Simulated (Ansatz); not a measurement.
Take MgSe in the rock salt structure (space group Fm-3m, No. 225; a = 5.391 Å) as the base. Axes: x, y, z lie along the cube axes.

The change: tensile biaxial strain of 2.50 % in the plane normal to [001], as in epitaxy on a mismatched substrate; the out-of-plane cell vector and the atoms relax.

Method: LDA, PAW, 420 eV (Ansatz, a program for electronic structure; no spin-orbit coupling).

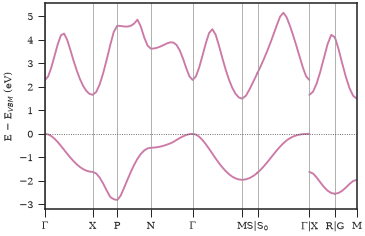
Figure. Highest valence and lowest conduction band along the path of the changed cell's own zone

The gap is 1.50 eV, indirect, Γ → M; the base has 1.72 eV.

Whether these cells are dynamically stable was not tested. Labels are those of the standard path for the cell's own space group.
